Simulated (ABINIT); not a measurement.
# SiO2 (Quartz): bands and cutoff in G0W0 with ABINIT, part 2 of 2

What does each rung of G0W0 on SiO2 (Quartz) cost, and what does it buy?

ABINIT 10.8.3; PBE and many-body steps on it, plane waves. Known limits of the many-body steps: not at the basis limit; coarse k mesh.

So far. Step 3 (Screening, 3×3×2 mesh, 102 bands, screening to 93.3 eV): Local fields lower ε∞ by 7 %. On a Γ-centred mesh this coarse the value itself is usually too large, while a short band sum pulls it down. Step 4 (102 bands, 93.3 eV): The gap on the mesh goes from 6.04 eV to 8.52 eV, a correction of +2.48 eV.

### Step 6. 143 bands, 123.5 eV

This step: G0W0 on PBE, plane waves, norm-conserving pseudopotentials.

File run.abi:

```
acell 3*1.0 Angstrom
rprim 
  4.915799999986 0.000000000003 0.000000000000
  -2.457899999996 4.257207679910 0.000000000000
  0.000000000000 0.000000000000 5.409100000000
ntypat 2
znucl 14 8
natom 9
typat 1 1 1 2 2 2 2 2 2
xred 
  0.530300000000 0.000000000000 0.333333333333
  0.000000000000 0.530300000000 0.666666666667
  0.469700000000 0.469700000000 -0.000000000000
  0.146200000000 0.414200000000 0.881000000000
  0.585800000000 0.732000000000 0.214333333333
  0.268000000000 0.853800000000 0.547666666667
  0.414200000000 0.146200000000 0.119000000000
  0.732000000000 0.585800000000 0.785666666667
  0.853800000000 0.268000000000 0.452333333333
pp_dirpath "pseudos"
pseudos "Si.upf, O.upf"
ecut 36
ngkpt 3 3 2
nshiftk 1
shiftk 0 0 0
kptopt 1
chksymbreak 0
istwfk *1
occopt 1
irdwfk 1
optdriver 4
nband 143
gwcalctyp 0
ecutsigx 36
symsigma 1
nkptgw 3
kptgw 
  0.3333333333 0.3333333333 0.0000000000
  0.0000000000 0.0000000000 0.0000000000
  0.0000000000 0.0000000000 0.5000000000
bdgw 
  22 26
  23 27
  22 26
ecuteps 4.54
irdscr 1
ppmodel 1
indata_prefix "in"
outdata_prefix "out"
tmpdata_prefix "tmp"
```

The run is started by

```
OMP_NUM_THREADS=1 mpirun -n 4 abinit run.abi > log
```

Numbers of over 12 decimals in the logs are rounded to 6 here.

Output:

```text
.Version 10.8.3 of ABINIT. v10.8.2 released Aug 2026.

 Symmetries : space group P3_1 2 1 (#152); Bravais hP (primitive hexag.)
[... echo of the input left out ...]
== DATASET  1 ==================================================================
-   mpi_nproc: 4, omp_nthreads: 1 (-1 if OMP is not activated)

--- !DatasetInfo
iteration_state: {dtset: 1, }
dimensions: {natom: 9, nkpt: 6, mband: 143, nsppol: 1, nspinor: 1, nspden: 1, mpw: 7935, }
cutoff_energies: {ecut:  36.0, pawecutdg:  -1.0, }
electrons: {nelect:   4.80000000E+01, charge:   0.00000000E+00, occopt:   1.00000000E+00, tsmear:   1.00000000E-02, }

 SIGMA: Calculation of the GW corrections

 Based on a program developped by R.W. Godby, V. Olevano, G. Onida, and L. Reining.
 Incorporated in ABINIT by V. Olevano, G.-M. Rignanese, and M. Torrent.
.Using double precision arithmetic ; gwpc =  8

[... cell and pseudopotentials left out ...]
--------------------------------------------------------------------------------

 ==== K-mesh for the wavefunctions ====
 Number of points in the irreducible wedge :     6
[... list of points left out ...]
 Together with  6 symmetry operations and time-reversal symmetry
 yields    18 points in the full Brillouin Zone.

 ==== Q-mesh for screening function ====
 Number of points in the irreducible wedge :     6
[... list of points left out ...]
 Together with  6 symmetry operations and time-reversal symmetry
 yields    18 points in the full Brillouin Zone.

 vcoul_init : cutoff-mode = AUXILIARY_FUNCTION
 q-points for optical limit:   1
     1)      0.000010    0.000020    0.000030
 setmesh: FFT mesh size selected  =    45x   45x   60
          total number of points  =       121500

 Number of electrons calculated from density =   48.0000; Expected =   48.0000
[...]
number of plane-waves for wavefunctions          7935
 number of bands                                   143
 number of q-points in IBZ                           6
 number of frequencies                               2
 number of real frequencies                          1
 number of imag frequencies                          1

 matrix elements of self-energy operator (all in [eV])

 Perturbative Calculation

--- !SelfEnergy_ee
iteration_state: {dtset: 1, }
kpoint     : [   0.333,    0.333,    0.000, ]
spin       : 1
KS_gap     :    8.953
QP_gap     :   11.978
Delta_QP_KS:    3.025
data: !SigmaeeData |
     Band     E0 <VxcDFT>   SigX SigC(E0)      Z dSigC/dE  Sig(E)    E-E0       E
       22  -0.238 -19.753 -25.566   4.201   0.819  -0.221 -21.073  -1.320  -1.559
       23  -0.238 -19.753 -25.566   4.201   0.819  -0.221 -21.073  -1.320  -1.559
       24   0.197 -20.113 -25.806   4.184   0.820  -0.220 -21.350  -1.237  -1.040
[...]
--- !SelfEnergy_ee
iteration_state: {dtset: 1, }
kpoint     : [   0.000,    0.000,    0.000, ]
spin       : 1
KS_gap     :    6.351
QP_gap     :    8.948
Delta_QP_KS:    2.596
data: !SigmaeeData |
     Band     E0 <VxcDFT>   SigX SigC(E0)      Z dSigC/dE  Sig(E)    E-E0       E
[...]
--- !SelfEnergy_ee
iteration_state: {dtset: 1, }
kpoint     : [   0.000,    0.000,    0.500, ]
spin       : 1
KS_gap     :    8.062
QP_gap     :   10.961
Delta_QP_KS:    2.898
data: !SigmaeeData |
     Band     E0 <VxcDFT>   SigX SigC(E0)      Z dSigC/dE  Sig(E)    E-E0       E
[...]
25   8.171 -12.281  -7.438  -2.959   0.863  -0.158 -10.654   1.627   9.798
       26   8.171 -12.281  -7.438  -2.959   0.863  -0.158 -10.654   1.627   9.798

== END DATASET(S) ==============================================================
================================================================================

 -outvars: echo values of variables after computation  --------
           etotal      0.0000000000E+00
            nband         143
             nkpt           6
          spgroup         152
 [... the other variables as echoed above ...]

 Calculation completed.
```

It took 23 s on 4 MPI ranks of Arm Neoverse V2, shared host; peak memory 1.4 GiB; 90 s of CPU time.

This step gave:

```yaml
g0w0_gap_on_the_points_computed: 8.552 eV
starting_gap_on_the_mesh: 6.038 eV
k_of_the_valence_top: 0.3333, 0.3333, 0
k_of_the_conduction_bottom: 0, 0, 0
z_at_the_valence_top: 0.82
z_at_the_conduction_bottom: 0.871
least_direct_g0w0_gap_on_the_computed_points: 8.947 eV
```

Against G0W0 in ABINIT (3×3×2 mesh, 102 bands, screening to 93.3 eV, Godby-Needs plasmon pole), the gap moves by +0.033 eV.

### Step 7. Screening, 3×3×2 mesh, 208 bands, screening to 164.9 eV

This step: RPA screening on PBE, plane waves, norm-conserving pseudopotentials.

run.abi: that of step 6 with these lines changed.

```diff
@@ -30,19 +30,8 @@
 irdwfk 1
-optdriver 4
-nband 143
-gwcalctyp 0
-ecutsigx 36
-symsigma 1
-nkptgw 3
-kptgw 
-  0.3333333333 0.3333333333 0.0000000000
-  0.0000000000 0.0000000000 0.0000000000
-  0.0000000000 0.0000000000 0.5000000000
-bdgw 
-  22 26
-  23 27
-  22 26
-ecuteps 4.54
-irdscr 1
-ppmodel 1
+optdriver 3
+nband 208
+ecuteps 6.06
+inclvkb 2
+awtr 1
+symchi 1
 indata_prefix "in"
```

Output:

```text
.Version 10.8.3 of ABINIT. v10.8.2 released Aug 2026.

 Symmetries : space group P3_1 2 1 (#152); Bravais hP (primitive hexag.)
[... echo of the input left out ...]
== DATASET  1 ==================================================================
-   mpi_nproc: 4, omp_nthreads: 1 (-1 if OMP is not activated)

--- !DatasetInfo
iteration_state: {dtset: 1, }
dimensions: {natom: 9, nkpt: 6, mband: 208, nsppol: 1, nspinor: 1, nspden: 1, mpw: 7935, }
cutoff_energies: {ecut:  36.0, pawecutdg:  -1.0, }
[...]
--------------------------------------------------------------------------------
[... chi0 elements left out ...]
 For q-point:  0.000010 0.000020 0.000030
  dielectric constant =   2.3236
  dielectric constant without local fields =   2.5376

  Average fulfillment of the sum rule on Im[epsilon] for q-point    1 :     67.32  [%]
[... wings left out ...]
  q-point number  2        q = ( 0.333333, 0.000000, 0.000000) [r.l.u.]
--------------------------------------------------------------------------------
[... chi0 elements left out ...]
  Average fulfillment of the sum rule on Im[epsilon] for q-point    2 :     73.03  [%]

 [... 4 further q-points ...]
```

Elapsed: 2.4 min, on 4 MPI ranks; peak memory 2.3 GiB; 9.5 min of CPU time.

Numbers from this step:

```yaml
eps_infinity_with_local_fields_on_this_mesh_along_the_program_s_q_direction: 2.324
the_same_without_local_fields: 2.538
plasma_frequency: 24.18 eV
plane_waves_in_the_screening_matrix: 563
```

### Step 8. 208 bands, 164.9 eV

This step: G0W0 on PBE, plane waves, norm-conserving pseudopotentials.

run.abi: that of step 7 with these lines changed.

```diff
@@ -30,8 +30,19 @@
 irdwfk 1
-optdriver 3
+optdriver 4
 nband 208
+gwcalctyp 0
+ecutsigx 36
+symsigma 1
+nkptgw 3
+kptgw 
+  0.3333333333 0.3333333333 0.0000000000
+  0.0000000000 0.0000000000 0.0000000000
+  0.0000000000 0.0000000000 0.5000000000
+bdgw 
+  22 26
+  23 27
+  22 26
 ecuteps 6.06
-inclvkb 2
-awtr 1
-symchi 1
+irdscr 1
+ppmodel 1
 indata_prefix "in"
```

Output:

```text
.Version 10.8.3 of ABINIT. v10.8.2 released Aug 2026.

 Symmetries : space group P3_1 2 1 (#152); Bravais hP (primitive hexag.)
[... echo of the input left out ...]
== DATASET  1 ==================================================================
-   mpi_nproc: 4, omp_nthreads: 1 (-1 if OMP is not activated)

--- !DatasetInfo
iteration_state: {dtset: 1, }
dimensions: {natom: 9, nkpt: 6, mband: 208, nsppol: 1, nspinor: 1, nspden: 1, mpw: 7935, }
cutoff_energies: {ecut:  36.0, pawecutdg:  -1.0, }
[...]
Band     E0 <VxcDFT>   SigX SigC(E0)      Z dSigC/dE  Sig(E)    E-E0       E
[...]
25   8.171 -12.281  -7.438  -3.057   0.861  -0.161 -10.743   1.538   9.709
       26   8.171 -12.281  -7.438  -3.057   0.861  -0.161 -10.743   1.538   9.709

== END DATASET(S) ==============================================================
================================================================================

 -outvars: echo values of variables after computation  --------
           etotal      0.0000000000E+00
            nband         208
             nkpt           6
          spgroup         152
 [... the other variables as echoed above ...]

 Calculation completed.
```

Run time: 67 s. Hardware: 4 MPI ranks; peak memory 2.1 GiB; 4.5 min of CPU time.

Numbers from this step:

- G0W0 gap on the points computed: 8.618 eV
- starting gap on the mesh: 6.038 eV
- k of the valence top: 0.3333, 0.3333, 0
- k of the conduction bottom: 0, 0, 0
- least direct G0W0 gap on the computed points: 9.01 eV

Against G0W0 in ABINIT (3×3×2 mesh, 143 bands, screening to 123.5 eV, Godby-Needs plasmon pole), the gap moves by +0.066 eV.

### Step 9. Screening, 3×3×2 mesh, 296 bands, screening to 214.4 eV

This step: RPA screening on PBE, plane waves, norm-conserving pseudopotentials.

run.abi: that of step 8 with these lines changed.

```diff
@@ -30,19 +30,8 @@
 irdwfk 1
-optdriver 4
-nband 208
-gwcalctyp 0
-ecutsigx 36
-symsigma 1
-nkptgw 3
-kptgw 
-  0.3333333333 0.3333333333 0.0000000000
-  0.0000000000 0.0000000000 0.0000000000
-  0.0000000000 0.0000000000 0.5000000000
-bdgw 
-  22 26
-  23 27
-  22 26
-ecuteps 6.06
-irdscr 1
-ppmodel 1
+optdriver 3
+nband 296
+ecuteps 7.88
+inclvkb 2
+awtr 1
+symchi 1
 indata_prefix "in"
```

Output:

```text
.Version 10.8.3 of ABINIT. v10.8.2 released Aug 2026.

 Symmetries : space group P3_1 2 1 (#152); Bravais hP (primitive hexag.)
[... echo of the input left out ...]
== DATASET  1 ==================================================================
-   mpi_nproc: 4, omp_nthreads: 1 (-1 if OMP is not activated)

--- !DatasetInfo
iteration_state: {dtset: 1, }
dimensions: {natom: 9, nkpt: 6, mband: 296, nsppol: 1, nspinor: 1, nspden: 1, mpw: 7935, }
cutoff_energies: {ecut:  36.0, pawecutdg:  -1.0, }
[...]
--------------------------------------------------------------------------------
[... chi0 elements left out ...]
 For q-point:  0.000010 0.000020 0.000030
  dielectric constant =   2.3221
  dielectric constant without local fields =   2.5413

  Average fulfillment of the sum rule on Im[epsilon] for q-point    1 :     75.98  [%]
[... wings left out ...]
  q-point number  2        q = ( 0.333333, 0.000000, 0.000000) [r.l.u.]
--------------------------------------------------------------------------------
[... chi0 elements left out ...]
  Average fulfillment of the sum rule on Im[epsilon] for q-point    2 :     80.38  [%]

 [... 4 further q-points ...]
```

Elapsed: 4.4 min, on 4 MPI ranks; peak memory 2.5 GiB.

Numbers from this step:

```
ε∞ with local fields, on this mesh, along the program's q direction : 2.322
the same without local fields                                       : 2.541
plasma frequency                                                    : 24.18 eV
plane waves in the screening matrix                                 : 799
```

### Step 10. 296 bands, 214.4 eV

This step: G0W0 on PBE, plane waves, norm-conserving pseudopotentials.

run.abi: that of step 9 with these lines changed.

```diff
@@ -30,8 +30,19 @@
 irdwfk 1
-optdriver 3
+optdriver 4
 nband 296
+gwcalctyp 0
+ecutsigx 36
+symsigma 1
+nkptgw 3
+kptgw 
+  0.3333333333 0.3333333333 0.0000000000
+  0.0000000000 0.0000000000 0.0000000000
+  0.0000000000 0.0000000000 0.5000000000
+bdgw 
+  22 26
+  23 27
+  22 26
 ecuteps 7.88
-inclvkb 2
-awtr 1
-symchi 1
+irdscr 1
+ppmodel 1
 indata_prefix "in"
```

Output:

```text
.Version 10.8.3 of ABINIT. v10.8.2 released Aug 2026.

 Symmetries : space group P3_1 2 1 (#152); Bravais hP (primitive hexag.)
[... echo of the input left out ...]
== DATASET  1 ==================================================================
-   mpi_nproc: 4, omp_nthreads: 1 (-1 if OMP is not activated)

--- !DatasetInfo
iteration_state: {dtset: 1, }
dimensions: {natom: 9, nkpt: 6, mband: 296, nsppol: 1, nspinor: 1, nspden: 1, mpw: 7935, }
cutoff_energies: {ecut:  36.0, pawecutdg:  -1.0, }
[...]
Band     E0 <VxcDFT>   SigX SigC(E0)      Z dSigC/dE  Sig(E)    E-E0       E
[...]
25   8.171 -12.281  -7.438  -3.155   0.860  -0.163 -10.829   1.452   9.622
       26   8.171 -12.281  -7.438  -3.155   0.860  -0.163 -10.829   1.452   9.622

== END DATASET(S) ==============================================================
================================================================================

 -outvars: echo values of variables after computation  --------
           etotal      0.0000000000E+00
            nband         296
             nkpt           6
          spgroup         152
 [... the other variables as echoed above ...]

 Calculation completed.
```

Wall time 3 min (4 MPI ranks); peak memory 2.8 GiB.

Numbers from this step:

* G0W0 gap on the points computed: 8.688 eV
* starting gap on the mesh: 6.038 eV
* k of the valence top: 0.3333, 0.3333, 0
* k of the conduction bottom: 0, 0, 0
* least direct G0W0 gap on the computed points: 9.077 eV

Against G0W0 in ABINIT (3×3×2 mesh, 208 bands, screening to 164.9 eV, Godby-Needs plasmon pole), the gap moves by +0.070 eV.

### Step 11. Screening, 3×3×2 mesh, 420 bands, screening to 274.8 eV

This step: RPA screening on PBE, plane waves, norm-conserving pseudopotentials.

run.abi: that of step 10 with these lines changed.

```diff
@@ -30,19 +30,8 @@
 irdwfk 1
-optdriver 4
-nband 296
-gwcalctyp 0
-ecutsigx 36
-symsigma 1
-nkptgw 3
-kptgw 
-  0.3333333333 0.3333333333 0.0000000000
-  0.0000000000 0.0000000000 0.0000000000
-  0.0000000000 0.0000000000 0.5000000000
-bdgw 
-  22 26
-  23 27
-  22 26
-ecuteps 7.88
-irdscr 1
-ppmodel 1
+optdriver 3
+nband 420
+ecuteps 10.1
+inclvkb 2
+awtr 1
+symchi 1
 indata_prefix "in"
```

Output:

```text
.Version 10.8.3 of ABINIT. v10.8.2 released Aug 2026.

 Symmetries : space group P3_1 2 1 (#152); Bravais hP (primitive hexag.)
[... echo of the input left out ...]
== DATASET  1 ==================================================================
-   mpi_nproc: 4, omp_nthreads: 1 (-1 if OMP is not activated)

--- !DatasetInfo
iteration_state: {dtset: 1, }
dimensions: {natom: 9, nkpt: 6, mband: 420, nsppol: 1, nspinor: 1, nspden: 1, mpw: 7935, }
cutoff_energies: {ecut:  36.0, pawecutdg:  -1.0, }
[...]
--------------------------------------------------------------------------------
[... chi0 elements left out ...]
 For q-point:  0.000010 0.000020 0.000030
  dielectric constant =   2.3197
  dielectric constant without local fields =   2.5427

  Average fulfillment of the sum rule on Im[epsilon] for q-point    1 :     82.73  [%]
[... wings left out ...]
  q-point number  2        q = ( 0.333333, 0.000000, 0.000000) [r.l.u.]
--------------------------------------------------------------------------------
[... chi0 elements left out ...]
  Average fulfillment of the sum rule on Im[epsilon] for q-point    2 :     85.93  [%]

 [... 4 further q-points ...]
```

Wall time 10 min (4 MPI ranks); peak memory 3.7 GiB; 41 min of CPU time.

This step gave:

```
ε∞ with local fields, on this mesh, along the program's q direction : 2.320
the same without local fields                                       : 2.543
plasma frequency                                                    : 24.18 eV
plane waves in the screening matrix                                 : 1155
```

### Step 12. 420 bands, 274.8 eV

This step: G0W0 on PBE, plane waves, norm-conserving pseudopotentials.

run.abi: that of step 11 with these lines changed.

```diff
@@ -30,8 +30,19 @@
 irdwfk 1
-optdriver 3
+optdriver 4
 nband 420
+gwcalctyp 0
+ecutsigx 36
+symsigma 1
+nkptgw 3
+kptgw 
+  0.3333333333 0.3333333333 0.0000000000
+  0.0000000000 0.0000000000 0.0000000000
+  0.0000000000 0.0000000000 0.5000000000
+bdgw 
+  22 26
+  23 27
+  22 26
 ecuteps 10.1
-inclvkb 2
-awtr 1
-symchi 1
+irdscr 1
+ppmodel 1
 indata_prefix "in"
```

Output:

```text
.Version 10.8.3 of ABINIT. v10.8.2 released Aug 2026.

 Symmetries : space group P3_1 2 1 (#152); Bravais hP (primitive hexag.)
[... echo of the input left out ...]
== DATASET  1 ==================================================================
-   mpi_nproc: 4, omp_nthreads: 1 (-1 if OMP is not activated)

--- !DatasetInfo
iteration_state: {dtset: 1, }
dimensions: {natom: 9, nkpt: 6, mband: 420, nsppol: 1, nspinor: 1, nspden: 1, mpw: 7935, }
cutoff_energies: {ecut:  36.0, pawecutdg:  -1.0, }
[...]
Band     E0 <VxcDFT>   SigX SigC(E0)      Z dSigC/dE  Sig(E)    E-E0       E
[...]
25   8.171 -12.281  -7.438  -3.235   0.859  -0.164 -10.900   1.381   9.552
       26   8.171 -12.281  -7.438  -3.235   0.859  -0.164 -10.900   1.381   9.552

== END DATASET(S) ==============================================================
================================================================================

 -outvars: echo values of variables after computation  --------
           etotal      0.0000000000E+00
            nband         420
             nkpt           6
          spgroup         152
 [... the other variables as echoed above ...]

 Calculation completed.
```

Run time: 8.6 min. Hardware: 4 MPI ranks; peak memory 5 GiB; 35 min of CPU time.

This step gave:

| Quantity | Value |
| --- | --- |
| G0W0 gap on the points computed | 8.752 eV |
| starting gap on the mesh | 6.038 eV |
| k of the valence top | 0.3333, 0.3333, 0 |
| k of the conduction bottom | 0, 0, 0 |
| least direct G0W0 gap on the computed points | 9.135 eV |

Against G0W0 in ABINIT (3×3×2 mesh, 296 bands, screening to 214.4 eV, Godby-Needs plasmon pole), the gap moves by +0.064 eV.

### Step 13. The runs together

Times are wall times on 4 MPI ranks of Arm Neoverse V2, shared host, good to a factor of about two. A run's time includes the screening step that it read.

| run | mesh | bands | screening cutoff (eV) | DFT gap (eV) | gap on the mesh (eV) | direct (eV) | ε∞ used | time |
| --- | --- | --- | --- | --- | --- | --- | --- | --- |
| 102 bands, 93.3 eV | 3×3×2 | 102 | 93.3 | 6.038 | 8.519 | 8.922 | 2.34 | 47 s |
| 143 bands, 123.5 eV | 3×3×2 | 143 | 123.5 | 6.038 | 8.552 | 8.947 | 2.33 | 98 s |
| 208 bands, 164.9 eV | 3×3×2 | 208 | 164.9 | 6.038 | 8.618 | 9.010 | 2.32 | 3.5 min |
| 296 bands, 214.4 eV | 3×3×2 | 296 | 214.4 | 6.038 | 8.688 | 9.077 | 2.32 | 7.4 min |
| 420 bands, 274.8 eV | 3×3×2 | 420 | 274.8 | 6.038 | 8.752 | 9.135 | 2.32 | 19 min |

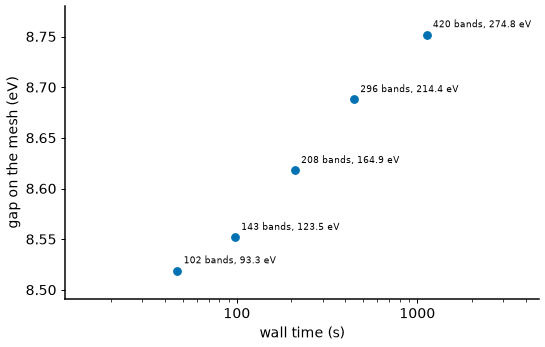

Result against wall time.

### Step 14. Summary of results

| Item | Value |
| --- | --- |
| 102 bands, 93.3 eV | 8.519 eV |
| 143 bands, 123.5 eV | 8.552 eV |
| 208 bands, 164.9 eV | 8.618 eV |
| 296 bands, 214.4 eV | 8.688 eV |
| 420 bands, 274.8 eV | 8.752 eV |
| known limits | not at the basis limit; coarse k mesh |

**Reading.** From the first rung to the last the gap moves by +0.23 eV for 24 times the time. In the G0W0 runs levels were corrected at 3 k points alone, so a gap called «on the mesh» is the least over those, and an edge elsewhere would be missed. The 3×3×2 mesh is coarse for this cell, which bears on the long-range parts of exchange and screening.

[Paths, hosts, dates, memory and timing lines, banners, echoed tables and standing remarks are left out of the program output.]

[Logs are printed without paths, hosts, clocks, repeated set-up lines and the standing remarks that a program may print on its own settings, such as how far it seeks lower states.]

[Runs of the session that timed out or met a known fault of the program may be left out.]

[Hosts, paths, dates, database ids (printed as entryN), source tags and the programs' standing remarks are cut or masked in the printed files.]

[G0W0 gaps are taken among the corrected bands and points alone; a level outside them can change the order at an edge.]

[Where Ansatz stands beside ABINIT at settings called matched, ABINIT's density can come from a denser mesh and the files from another edition; pairs whose starting gaps differed by over 0.03 eV were left out, so agreement reads better than it is.]
